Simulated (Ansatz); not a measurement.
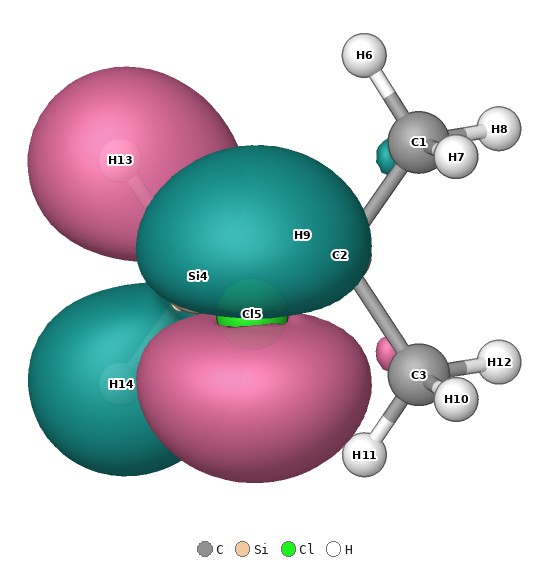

C3H9ClSi (SMILES CC(C)[SiH2]Cl). The HOMO−1 at ±0.08 Å⁻³ᐟ² (teal and pink are the two phases), seen at a tilt.

Geometry: PBE0-D4/def2-TZVP.

Computed with RKS PBE0-D4/def2-TZVPP in Ansatz 0.2.0.

Input file:

```
crystal:
  periodic: [false, false, false]
  atoms:
    - {symbol: C, position_ang: [0.083721, 0.997681, -1.145274]}
    - {symbol: C, position_ang: [-0.452123, 0.169162, 0.019042]}
    - {symbol: C, position_ang: [-0.748499, -1.268388, -0.399098]}
    - {symbol: Si, position_ang: [0.689631, 0.237738, 1.500771]}
    - {symbol: Cl, position_ang: [2.516681, -0.590452, 1.010822]}
    - {symbol: H, position_ang: [0.252507, 2.040428, -0.865018]}
    - {symbol: H, position_ang: [1.032276, 0.593436, -1.508959]}
    - {symbol: H, position_ang: [-0.620870, 0.986836, -1.982337]}
    - {symbol: H, position_ang: [-1.384977, 0.629591, 0.377079]}
    - {symbol: H, position_ang: [0.162166, -1.775414, -0.729351]}
    - {symbol: H, position_ang: [-1.177528, -1.854327, 0.417575]}
    - {symbol: H, position_ang: [-1.456955, -1.288917, -1.232713]}
    - {symbol: H, position_ang: [0.944158, 1.637452, 1.925591]}
    - {symbol: H, position_ang: [0.147112, -0.543927, 2.640571]}
basis:
  gaussian: {orbitals: def2-TZVPP}
hamiltonian: {xc: pbe0, dispersion: d4}
output: {orbitals: {seedname: orbitals}}
```

Command:

```sh
ansatz run in.yaml --threads 4 --pin off --events-out ev --progress --plain --max-ram 10444MiB
```

Where does this orbital lie, and at what energy?

Answer. By Hirshfeld shares it lies mainly on Cl5 (about 60 %), Si4 (about 15 %), H13 (about 10 %) and H14 (about 10 %). Its energy is −8.73 eV.
